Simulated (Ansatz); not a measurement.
# C2H5FO3 (SMILES OCC(O)(O)F): what the fields show

```yaml
atoms:
  - { symbol: C, position_ang: [-1.1475, 1.5626, 0.6092] }
  - { symbol: C, position_ang: [0.0848, 0.9828, 1.2784] }
  - { symbol: F, position_ang: [-0.3695, 0.4285, 2.4836] }
  - { symbol: O, position_ang: [-1.6491, 2.5969, 1.4130] }
  - { symbol: O, position_ang: [0.9966, 1.9477, 1.5890] }
  - { symbol: O, position_ang: [0.6449, 0.0150, 0.5203] }
  - { symbol: H, position_ang: [-1.9663, 2.1878, 2.2281] }
  - { symbol: H, position_ang: [-1.8790, 0.7568, 0.4259] }
  - { symbol: H, position_ang: [-0.8543, 1.9952, -0.3574] }
  - { symbol: H, position_ang: [0.4842, 2.7197, 1.8763] }
  - { symbol: H, position_ang: [1.5291, -0.1563, 0.8706] }
```

Geometry: PBE0-D3(BJ)/def2-SVP.

Method: Ansatz 0.2.0, isolated molecule in a Gaussian basis; Kohn-Sham density functional theory, functional PBE0.

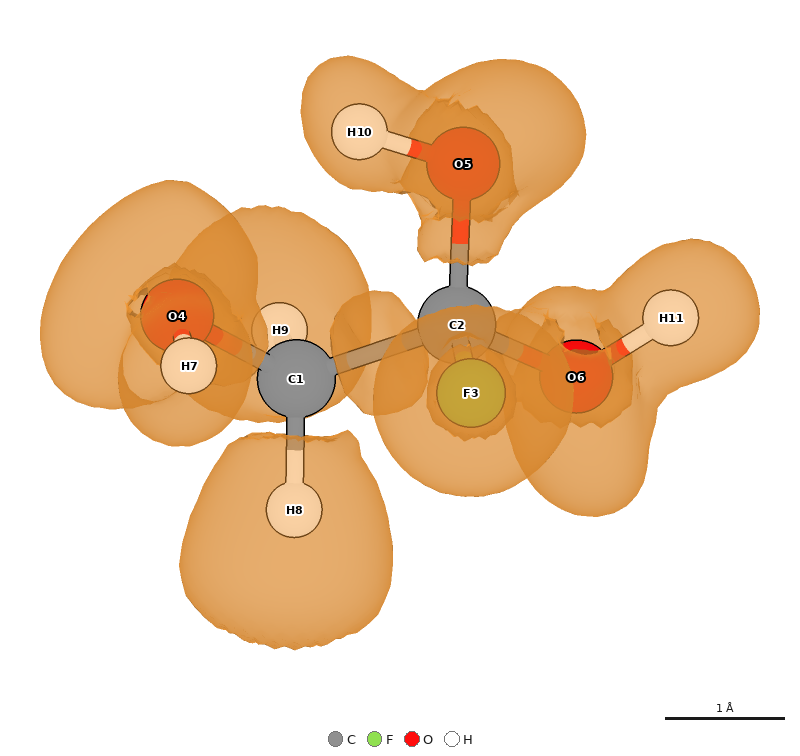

Figure 1. Isosurface of the electron localisation function at 0.75 (orange), seen at an oblique angle. Core shells and regions of very low density are left out.

Where are the electrons localised?

Answer. The ELF exceeds this value in one region between bonded C–C atoms (shared pairs), two regions around hydrogen nuclei, one region on F in which the atom's valence shell and bonds are merged and three joined regions spread over several atoms (H, O), in which their bonds and any lone pairs are merged.


C–O (1.35 Å): the ELF peaks at about 0.90 between the atoms (a shared but strongly polarised pair). C–F (1.40 Å): the ELF peaks at about 0.80 between the atoms (a shared but strongly polarised pair).

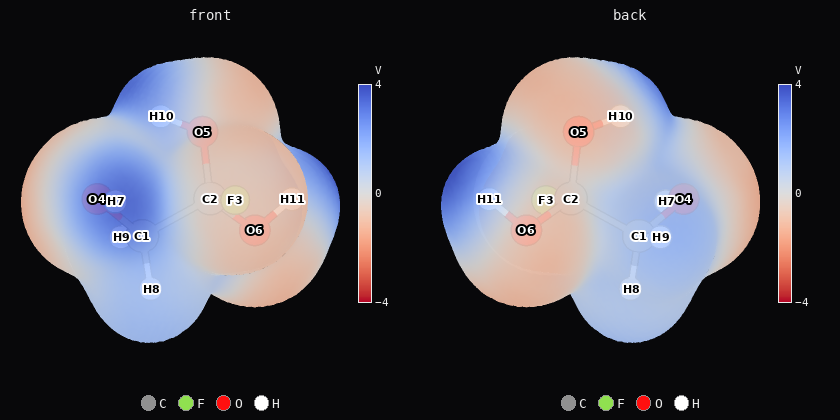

Figure 2. The molecular electrostatic potential painted on the density surface at 0.004 e/bohr³, seen from the front and from behind; red is negative and blue positive.

Where is the surface potential most negative and most positive?

Answer. The most negative region (about −1.3 V, or −30 kcal/mol for a unit charge) lies over O4, the most positive (about +3.6 V, or +83 kcal/mol for a unit charge) over H11. O4 is the likeliest acceptor of a hydrogen bond.

What dipole moment does the calculation give?

Answer. Its dipole moment is 0.31 D.

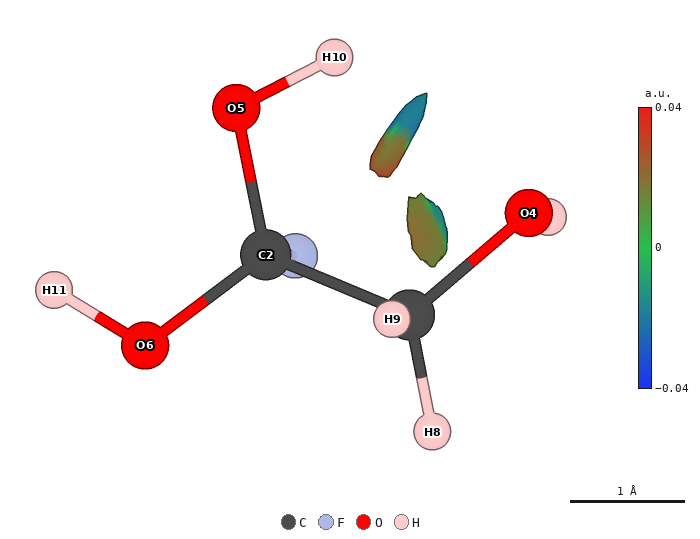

Figure 3. Non-covalent interaction (NCI) plot: the surface where the reduced density gradient is 0.5, for densities under 0.05 a.u., coloured by sign(λ₂)ρ; seen at an oblique angle.

What holds or crowds the atoms apart from the covalent bonds?

Answer.
- H7···F3 (2.4 Å): a hydrogen bond (blue, attractive)
- H10···O4 (2.2 Å): a hydrogen bond (blue, attractive)
